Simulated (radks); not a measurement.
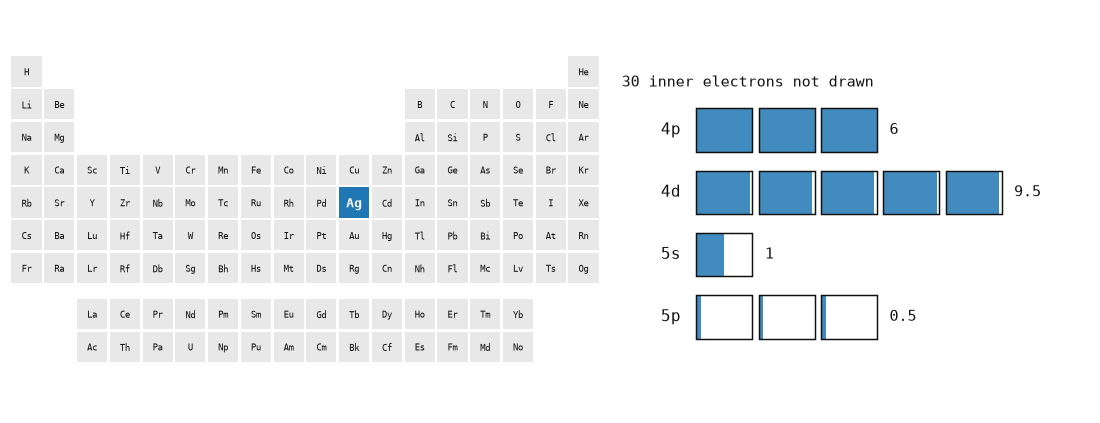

**Figure 1.** Left, the place of silver in the periodic table; right, the outer shells as the input fills them: a box for each of the 2l + 1 orbitals, shaded by the share of the shell that is filled, with the electron count at the right.

## Atomic calculation for Ag

System: a free Ag atom in the configuration [Kr] 4d9.5 5s1 5p0.5 (4d: 5 up, 4.5 down, 5s: 1 up, 0 down, 5p: 0.5 up, 0 down).
Method: scalar-relativistic Kohn-Sham, PBE, spin-polarised, spherical densities, point nucleus (the in-house radial solver radks).

### Results in brief

- outcome: converged
- total energy: −5315.9119 hartree
- kinetic energy: 5522.7427 hartree
- electron–nucleus energy: −12845.0117 hartree
- Hartree energy: 2155.3160 hartree
- exchange–correlation energy: −148.958785 hartree
- radius at density 0.001 e/bohr³: 4.44 bohr
- SCF iterations: 15
- hardware: 1 CPU thread, shared host

### Input
```
Z 47
configuration [Kr] 4d9.5 5s1 5p0.5
relativity scalar-relativistic
functional pbe,pbe
spin polarised
nucleus point
c 137.035999084
```

Energies in input and log are in hartree, lengths in bohr.

### Log
```
1s      1   1.0000        -930.98550953
2s      1   1.0000        -137.17064763
2p      1   3.0000        -123.04682090
3s      1   1.0000         -25.23805178
3p      1   3.0000         -20.59951875
3d      1   5.0000         -13.28649596
4s      1   1.0000          -3.60649749
4p      1   3.0000          -2.26367647
4d      1   5.0000          -0.37451346
5s      1   1.0000          -0.22319708
5p      1   0.5000          -0.06498510
1s      2   1.0000        -930.98463126
2s      2   1.0000        -137.16739878
2p      2   3.0000        -123.04416207
3s      2   1.0000         -25.23580979
3p      2   3.0000         -20.59703216
3d      2   5.0000         -13.28315146
4s      2   1.0000          -3.59302362
4p      2   3.0000          -2.24904092
4d      2   4.5000          -0.35259810
5s      2   0.0000          -0.18077015
5p      2   0.0000          -0.02349903
Etot -5315.911862076879
Ekin 5522.742652365982
Encl -12845.011690599493
Eh 2155.3159612779464
Exc -148.9587851213144
err 5.515161087377354e-09
it 15
```

### Slater integrals of the outer shells (hartree)

```
 integral   value
F0(5p,5p)  0.2022
F2(5p,5p)  0.1017
F0(5p,5s)  0.2381
G1(5p,5s)  0.1366
F0(5p,4d)  0.2661
F2(5p,4d)  0.0580
G1(5p,4d)  0.0250
G3(5p,4d)  0.0190
```

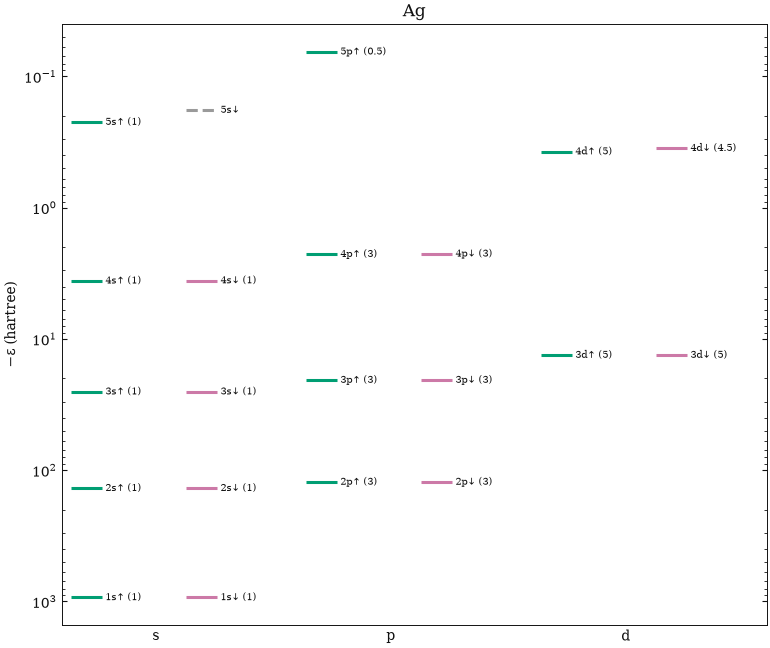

**Figure 2.** The occupied levels and a few empty ones, on a logarithmic scale of binding energy, are drawn by angular momentum (occupations in brackets, up spins at the left of each column and down spins at the right, empty levels dashed). The highest occupied level is 5p up at −0.0650 hartree. The highest 6 occupied levels, from the top down, are 5p up (−0.0650 hartree), 5s up (−0.223 hartree), 4d down (−0.353 hartree), 4d up (−0.375 hartree), 4p down (−2.25 hartree), 4p up (−2.26 hartree). The lowest empty level drawn is 5s down at −0.181 hartree. The largest exchange splitting (down less up) among the shells drawn in both spins is that of 5s, 0.0424 hartree. The order isn't aufbau: the empty 5s down level lies under the highest occupied one.

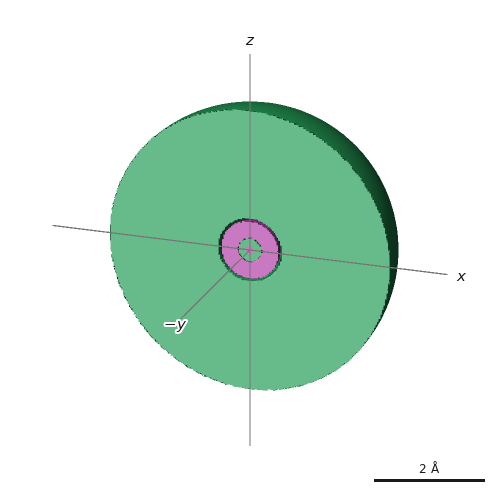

**Figure 3.** The 5s orbital of down spin. The surface of constant |ψ| that holds about 95 % of the electron is drawn, green where ψ is positive and pink where it is negative, with the half in front of the xz plane cut away and the cut face painted. The radial function comes from the spherical calculation and is multiplied by a real spherical harmonic; the overall sign is chosen so that the largest lobe of P(r) is positive; at the scalar-relativistic level it is the large component. It has no angular node and 4 radial nodes, at r = 0.0390, 0.156, 0.425 and 1.10 bohr; only the outer 2 can be made out at this scale. The outermost maximum of P² lies at 2.42 bohr, ⟨r⟩ = 2.98 bohr, 90 % of the charge lies within 4.52 bohr, and the eigenvalue is −4.92 eV (the orbital is empty).

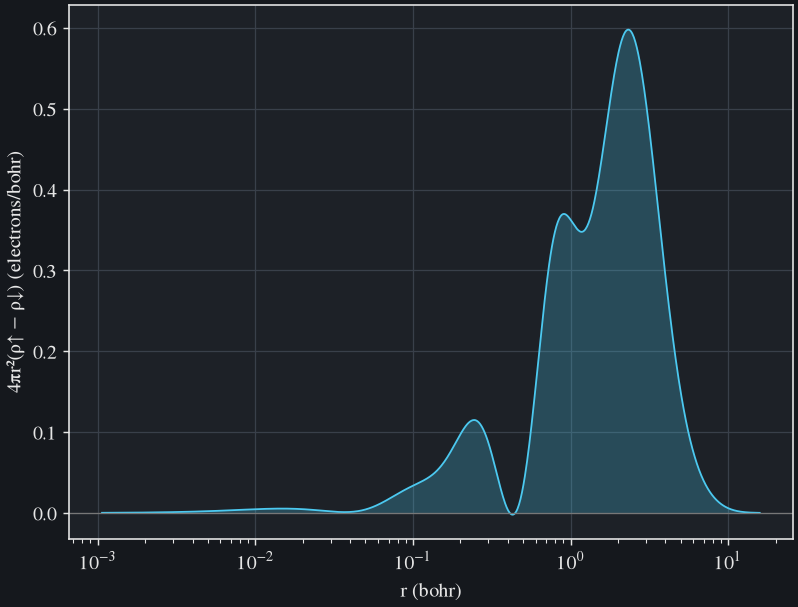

**Figure 4.** The radial spin density. The curve integrates to 2 unpaired electrons, held by 4d (+0.5), 5s (+1) and 5p (+0.5). Its largest value, 0.598 electrons/bohr, lies near r = 2.3 bohr. Regions of the opposite sign are negligible.
